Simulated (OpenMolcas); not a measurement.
**A workflow on SiH3O4 (SMILES [O][Si](O)(O)O)**

Aim: a single-point energy (ROHF/ANO-RCC-MB), then a single-point energy (CASSCF(3,3)/ANO-RCC-VDZP), then an energy scan (CASPT2(3,3)/ANO-RCC-VDZP), then the energy along one coordinate (SC-NEVPT2(3,3)/ANO-RCC-VDZP), then the energy along one coordinate (MC-PDFT[tPBE](3,3)/ANO-RCC-VDZP) of SiH3O4. 

The results are computed with OpenMolcas 26.06.

## Step 1: The structure to begin with

The species is SiH3O4 (8 atoms), meant as a doublet with charge 0. SMILES: `[O][Si](O)(O)O`. The coordinates come from a PBE0-D4/def2-TZVP relaxation. This is one conformer, not always the lowest.

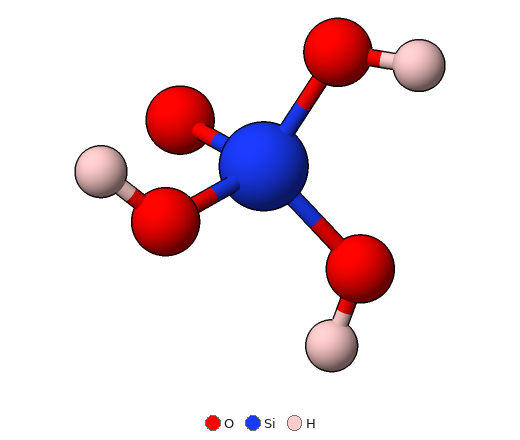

Viewed from a chosen angle; oxygen red, silicon blue, hydrogen pink.

## Step 2: A single-point energy at ROHF/ANO-RCC-MB (DKH2) (run 1)

Contents of geom.xyz:

```xyz
8

O     -1.417600     0.247800     1.193000
Si    -0.195800     0.058700     0.091000
O      1.117100    -0.067300     1.049800
O     -0.249900     1.339100    -0.902700
O     -0.266300    -1.263500    -0.849700
H      1.271400     0.633000     1.686700
H     -0.094000     1.173100    -1.833800
H     -0.165000    -2.120800    -0.434300
```

Contents of step1.inp:

```
&GATEWAY
  Coord
  geom.xyz
  Basis
  ANO-RCC-MB
  Group
  NoSym

&SEWARD

&SCF
  UHF
  Spin
  2
  PrOrbitals
  0

&RASSCF
  FileOrb
  $Project.UnaOrb
  Spin
  2
  Nactel
  1 0 0
  Inactive
  24
  Ras2
  1
  OutOrbitals
  Canonical
  OrbListing
  Nothing
```

Run with:

```sh
$ export MOLCAS_MEM=1860
$ pymolcas step1.inp > step1.log
```

Output:

```text
--- Start Module: gateway ---
[...]
--- Stop Module: gateway /rc=_RC_ALL_IS_WELL_ ---
[...]
      Basis functions           32
[...]
--- Start Module: scf ---
[...]
       Convergence after  22 Iterations
[...]
::    Total SCF energy                               -590.7013505394
[...]
      Total spin, S                                     0.5012063241
[...]
--- Stop Module: scf /rc=_RC_ALL_IS_WELL_ ---
[...]
--- Start Module: rasscf ---
[...]
      Number of active orbitals                  1
[...]
      Spin quantum number                      0.5
[...]
      Active orbitals                            1
[...]
      Number of CSFs                             1
[...]
      Number of root(s) required                 1
[...]
      Convergence after  9 iterations
[...]
      printout of CI-coefficients larger than  0.05 for root  1
      energy=    -590.700623
      conf/sym  1     Coeff  Weight
             1  u   1.00000 1.00000
      Natural orbitals and occupation numbers for root  1
      sym 1:   1.000000
      ************************************************************************************************************************
      *                                                    Final results                                                     *
[...]
::    RASSCF root number  1 Total energy:   -590.70062342
[...]
      Total electronic charge=   49.000000
      Total            charge=   -0.000000
[...]
      Dipole Moment (debye):
      Origin of the operator (angstrom)=   -0.1845    0.0571    0.1032
                   X=  1.0784E+00               Y= -6.6726E-01               Z= -3.3535E-01           Total=  1.3117E+00
      Quadrupole Moment (debye*angstrom):
[...]
--- Stop Module: rasscf /rc=_RC_ALL_IS_WELL_ ---
[...]
```

Run time: 5.1 s. Hardware: 1 thread of Arm Neoverse V1, shared host; peak memory 0.38 GiB.

## Step 3: The energy at CASSCF(3,3)/ANO-RCC-VDZP (DKH2, RICD fitting) (run 2)

geom.xyz is that of step 2.

Contents of step2.input:

```
* H3O4Si CASSCF

&gateway
 coord
 geom.xyz
 basis
 ANO-RCC-MB
 group
 NoSym

&seward

&rasscf
 fileorb
 $CurrDir/step1.RasOrb
 alter
 2
 1 17 24
 1 26 29
 spin
 2
 nactel
 3 0 0
 inactive
 23
 ras2
 3
 orblisting
 Nothing
>>> COPY $Project.RunFile RUNFIL1
>>> COPY $Project.RasOrb INPORB

&gateway
 coord
 geom.xyz
 basis
 ANO-RCC-VDZP
 group
 NoSym
 ricd

&seward
>>> COPY $Project.RunFile RUNFIL2

&expbas

&rasscf
 fileorb
 $Project.ExpOrb
 spin
 2
 nactel
 3 0 0
 inactive
 23
 ras2
 3
 orblisting
 Nothing
 orbappear
 Compact
```

Run with:

```sh
$ export MOLCAS_MEM=1860
$ pymolcas step2.input > step2.log
```

Output:

```text
--- Start Module: gateway ---
[...]
--- Stop Module: gateway /rc=_RC_ALL_IS_WELL_ ---
[...]
      Basis functions           32
[...]
      Number of active orbitals                  3
[...]
      Spin quantum number                      0.5
[...]
      Active orbitals                            3
[...]
      Number of CSFs                             8
[...]
      Number of root(s) required                 1
[...]
      Convergence after 19 iterations
[...]
      printout of CI-coefficients larger than  0.05 for root  1
      energy=    -590.712161
      conf/sym  111     Coeff  Weight
             1  2u0   0.99554 0.99109
             8  0u2   0.08429 0.00710
      Natural orbitals and occupation numbers for root  1
      sym 1:   1.983983   1.000001   0.016016
      ************************************************************************************************************************
      *                                                    Final results                                                     *
[...]
::    RASSCF root number  1 Total energy:   -590.71216050
[...]
      Basis functions           89
[...]
--- Start Module: expbas ---
[...]
--- Stop Module: expbas /rc=_RC_ALL_IS_WELL_ ---
--- Start Module: rasscf ---
[...]
      Convergence after 26 iterations
[...]
      Natural orbitals and occupation numbers for root  1
      sym 1:   1.984207   0.999999   0.015793
      ************************************************************************************************************************
      *                                                    Final results                                                     *
[...]
::    RASSCF root number  1 Total energy:   -591.23190687
[...]
      Total electronic charge=   49.000000
      Total            charge=   -0.000000
[...]
      Dipole Moment (debye):
      Origin of the operator (angstrom)=   -0.1845    0.0571    0.1032
                   X=  1.0954E+00               Y= -6.1917E-01               Z= -3.5533E-01           Total=  1.3075E+00
      Quadrupole Moment (debye*angstrom):
[...]
--- Stop Module: rasscf /rc=_RC_ALL_IS_WELL_ ---
[...]
```

Wall time 15 s (1 thread of Arm Neoverse V1, shared host); peak memory 0.38 GiB.

## Step 4: The energy along one coordinate at CASPT2(3,3)/ANO-RCC-VDZP (DKH2, RICD fitting, ipea shift 0.25 Eh, pt2 variant SS) (run 3)

Contents of step3.input:

```
>>> COPY $CurrDir/step2.RasOrb $Project.RasOrb
>>> ForEach K in (1, 2, 3, 4, 5, 6, 7, 8, 9)

&GATEWAY
 Coord=$CurrDir/point$K.xyz
 Basis=ANO-RCC-VDZP
 Group=NoSym
 RICD

&SEWARD

&RASSCF
 FileOrb=$Project.RasOrb
 Spin=2
 Nactel=3 0 0
 Inactive=23
 Ras2=3
 OrbListing=Nothing
 OrbAppear=Compact

&CASPT2
 Imaginary=0.2
 Frozen=9
>>> EndDo
```

Run with:

```sh
$ export MOLCAS_MEM=1860
$ pymolcas step3.input > step3.log
```

Output:

```text
[...]
      Basis functions           89
[...]
      Number of active orbitals                  3
[...]
      Spin quantum number                      0.5
[...]
      Active orbitals                            3
[...]
      Number of CSFs                             8
[...]
      Number of root(s) required                 1
[...]
      Convergence after 39 iterations
[...]
      printout of CI-coefficients larger than  0.05 for root  1
      energy=    -591.202420
      conf/sym  111     Coeff  Weight
             1  2u0   0.99698 0.99397
             8  0u2   0.07369 0.00543
      Natural orbitals and occupation numbers for root  1
      sym 1:   1.988544   1.000000   0.011456
      ************************************************************************************************************************
      *                                                    Final results                                                     *
[...]
::    RASSCF root number  1 Total energy:   -591.20241950
[...]
      E2 (Variational):          -0.8048791795
[...]
::    CASPT2 Root  1     Total energy:   -592.00729868
[...]
      Convergence after 29 iterations
[...]
      Natural orbitals and occupation numbers for root  1
      sym 1:   1.984215   0.999999   0.015786
      ************************************************************************************************************************
      *                                                    Final results                                                     *
[...]
      Convergence after 27 iterations
[...]
      Natural orbitals and occupation numbers for root  1
      sym 1:   1.656421   1.000000   0.343579
      ************************************************************************************************************************
      *                                                    Final results                                                     *
[...]
      Convergence after 12 iterations
[...]
      Natural orbitals and occupation numbers for root  1
      sym 1:   1.346856   1.000000   0.653144
      ************************************************************************************************************************
      *                                                    Final results                                                     *
[...]
      Convergence after 18 iterations
[...]
::    RASSCF root number  1 Total energy:   -591.08923551
[...]
::    CASPT2 Root  1     Total energy:   -591.86550346
[...]
      Convergence after  8 iterations
[...]
::    RASSCF root number  1 Total energy:   -591.08814967
[...]
      E2 (Variational):          -0.7746902195
[...]
::    CASPT2 Root  1     Total energy:   -591.86283989
[...]
```

Wall time 1.7 min (1 thread of Arm Neoverse V1, shared host); peak memory 0.078 GiB.

The scan, from its lowest point:

```
Si2–O1 (Å)  energy (kJ/mol)
     1.491             77.1
     1.656              0.0
     1.822             15.9
     2.070            101.3
     2.401            229.8
     2.816            351.6
     3.312            423.3
     3.975            449.4
     4.969            456.4
```

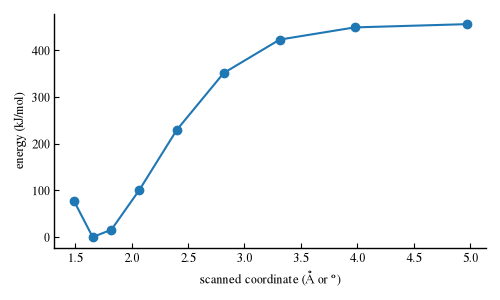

Energy along the scan.

## Step 5: An energy scan at SC-NEVPT2(3,3)/ANO-RCC-VDZP (DKH2, RICD fitting, pt2 variant SC-NEVPT2) (run 4)

Contents of step4.input:

```
>>> EXPORT MOLCAS_PRINT=2
>>> COPY $CurrDir/step2.RasOrb $Project.RasOrb
>>> ForEach K in (1, 2, 3, 4, 5, 6, 7, 8, 9)
&GATEWAY
Coord=$CurrDir/point$K.xyz
Basis=ANO-RCC-VDZP
Group=NoSym
RICD
&SEWARD
&RASSCF
FileOrb=$Project.RasOrb
Spin=2
Nactel=3 0 0
Inactive=23
Ras2=3
OrbListing=Nothing
OrbAppear=Compact
&CASPT2
SC-NEVPT2
Frozen=9
>>> EndDo
```

Run with:

```sh
$ export MOLCAS_MEM=1860
$ pymolcas step4.input > step4.log
```

Output:

```text
[...]
      Basis functions           89
[...]
      Number of active orbitals                  3
[...]
      Spin quantum number                      0.5
[...]
      Active orbitals                            3
[...]
      Number of CSFs                             8
[...]
      Number of root(s) required                 1
[...]
      Convergence after 39 iterations
[...]
      printout of CI-coefficients larger than  0.05 for root  1
      energy=    -591.202420
      conf/sym  111     Coeff  Weight
             1  2u0   0.99698 0.99397
             8  0u2   0.07369 0.00543
      Natural orbitals and occupation numbers for root  1
      sym 1:   1.988544   1.000000   0.011456
      ************************************************************************************************************************
      *                                                    Final results                                                     *
[...]
::    RASSCF root number  1 Total energy:   -591.20241950
[...]
      E2 (Variational):          -0.7977412853
[...]
::    SC-NEVPT2 Root  1     Total energy:   -591.99898604
[...]
      Convergence after 29 iterations
[...]
      Natural orbitals and occupation numbers for root  1
      sym 1:   1.984215   0.999999   0.015786
      ************************************************************************************************************************
      *                                                    Final results                                                     *
[...]
      Convergence after 27 iterations
[...]
      Natural orbitals and occupation numbers for root  1
      sym 1:   1.656421   1.000000   0.343579
      ************************************************************************************************************************
      *                                                    Final results                                                     *
[...]
      Convergence after 12 iterations
[...]
      Natural orbitals and occupation numbers for root  1
      sym 1:   1.346856   1.000000   0.653144
      ************************************************************************************************************************
      *                                                    Final results                                                     *
[...]
      Convergence after 18 iterations
[...]
::    RASSCF root number  1 Total energy:   -591.08923551
[...]
::    SC-NEVPT2 Root  1     Total energy:   -591.85918890
[...]
      Convergence after  8 iterations
[...]
::    RASSCF root number  1 Total energy:   -591.08814967
[...]
      Reference weight:           0.81730
[...]
::    SC-NEVPT2 Root  1     Total energy:   -591.85681225
[...]
```

Wall time 93 s (1 thread of Arm Neoverse V1, shared host); peak memory 0.078 GiB.

The scan, from its lowest point:

```
Si2–O1 (Å)  energy (kJ/mol)
     1.491             77.7
     1.656              0.0
     1.822             11.7
     2.070             92.9
     2.401            222.2
     2.816            349.1
     3.312            420.6
     3.975            444.8
     4.969            451.0
```

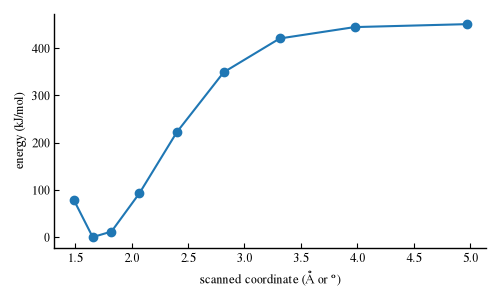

Energy along the scan.

## Step 6: The energy along one coordinate at MC-PDFT[tPBE](3,3)/ANO-RCC-VDZP (DKH2, RICD fitting) (run 5)

Contents of step5.inp:

```
>>> EXPORT MOLCAS_PRINT=2
>>> COPY $CurrDir/step2.RasOrb $Project.RasOrb
>>> ForEach K in (1, 2, 3, 4, 5, 6, 7, 8, 9)

&GATEWAY
 Coord=$CurrDir/point$K.xyz
 Basis=ANO-RCC-VDZP
 Group=NoSym
 RICD

&SEWARD

&RASSCF
 FileOrb=$Project.RasOrb
 Spin=2
 Nactel=3 0 0
 Inactive=23
 Ras2=3
 OrbListing=Nothing
 OrbAppear=Compact

&MCPDFT
 KSDFT=T:PBE
>>> EndDo
```

Run with:

```sh
$ export MOLCAS_MEM=1860
$ pymolcas step5.inp > step5.log
```

Output:

```text
[...]
      Basis functions           89
[...]
      Number of active orbitals                  3
[...]
      Spin quantum number                      0.5
[...]
      Active orbitals                            3
[...]
      Number of CSFs                             8
[...]
      Number of root(s) required                 1
[...]
      Convergence after 39 iterations
[...]
      printout of CI-coefficients larger than  0.05 for root  1
      energy=    -591.202420
      conf/sym  111     Coeff  Weight
             1  2u0   0.99698 0.99397
             8  0u2   0.07369 0.00543
      Natural orbitals and occupation numbers for root  1
      sym 1:   1.988544   1.000000   0.011456
      ************************************************************************************************************************
      *                                                    Final results                                                     *
[...]
::    RASSCF root number  1 Total energy:   -591.20241950
[...]
::    MCPDFT root number  1 Total energy:   -592.71315165
[...]
      Convergence after 29 iterations
[...]
      Natural orbitals and occupation numbers for root  1
      sym 1:   1.984215   0.999999   0.015786
      ************************************************************************************************************************
      *                                                    Final results                                                     *
[...]
      Convergence after 27 iterations
[...]
      Natural orbitals and occupation numbers for root  1
      sym 1:   1.656421   1.000000   0.343579
      ************************************************************************************************************************
      *                                                    Final results                                                     *
[...]
      Convergence after 12 iterations
[...]
      Natural orbitals and occupation numbers for root  1
      sym 1:   1.346856   1.000000   0.653144
      ************************************************************************************************************************
      *                                                    Final results                                                     *
[...]
      Convergence after 18 iterations
[...]
::    RASSCF root number  1 Total energy:   -591.08923551
[...]
::    MCPDFT root number  1 Total energy:   -592.56047315
[...]
      Convergence after  8 iterations
[...]
::    RASSCF root number  1 Total energy:   -591.08814967
[...]
      Total electronic charge=   49.000000
      Total            charge=   -0.000000
[...]
::    MCPDFT root number  1 Total energy:   -592.55837481
[...]
```

Wall time 1.7 min (1 thread of Arm Neoverse V1, shared host); peak memory 0.078 GiB.

The scan, from its lowest point:

```
Si2–O1 (Å)  energy (kJ/mol)
     1.491             76.2
     1.656              0.0
     1.822             14.1
     2.070             96.1
     2.401            223.7
     2.816            358.3
     3.312            446.9
     3.975            477.1
     4.969            482.6
```

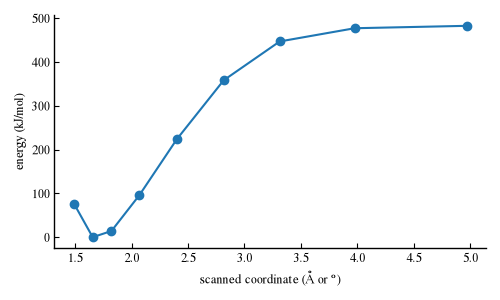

Energy along the scan.

## Step 7: What came out

```
                                                         quantity          value
                             run 1, ROHF/ANO-RCC-MB: total energy  -590.70062 Eh
                            run 1, ROHF/ANO-RCC-MB: dipole moment         1.31 D
                    run 2, CASSCF(3,3)/ANO-RCC-VDZP: total energy  -591.23191 Eh
  run 2, CASSCF(3,3)/ANO-RCC-VDZP: dipole moment (CASSCF density)         1.31 D
       run 3, CASPT2(3,3)/ANO-RCC-VDZP: lowest energy of the scan  -592.03667 Eh
    run 4, SC-NEVPT2(3,3)/ANO-RCC-VDZP: lowest energy of the scan  -592.02859 Eh
run 5, MC-PDFT[tPBE](3,3)/ANO-RCC-VDZP: lowest energy of the scan  -592.74219 Eh
```

**Reading.** Mulliken charges (run 1, ROHF/ANO-RCC-MB) run from -0.88 on O5 to +2.08 on Si2; they depend strongly on the basis. The run (run 3, CASPT2(3,3)/ANO-RCC-VDZP) may have ended on a state above the lowest. The run (run 4, SC-NEVPT2(3,3)/ANO-RCC-VDZP) may have ended on a state above the lowest. The run (run 5, MC-PDFT[tPBE](3,3)/ANO-RCC-VDZP) may have ended on a state above the lowest.
